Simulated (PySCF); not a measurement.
Bi(Cl)3, SMILES [Cl][Bi]([Cl])[Cl] at its PBE0/def2-SVP optimised geometry (Å):

```
4

Bi    -1.0352    -1.2136     0.0000
Cl     1.4229    -1.2136     0.0000
Cl    -1.4229     1.2136     0.0000
Cl    -1.4186    -1.6682     2.3849
```

Computed with PBE0/def2-TZVP, def2 effective core potentials past Kr in PySCF 2.14.0. The core electrons that the potentials of Bi replace are not part of the density.

Map of the electron localisation function on the plane z = 1.0 Å:

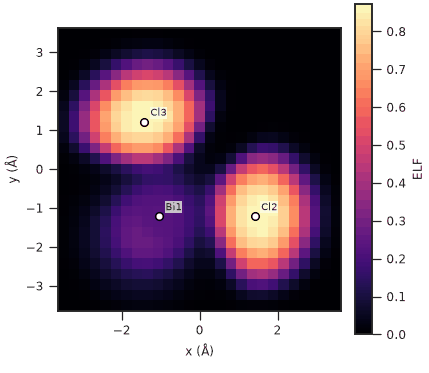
*Electron localisation function on the plane z = 1.0 Å.*
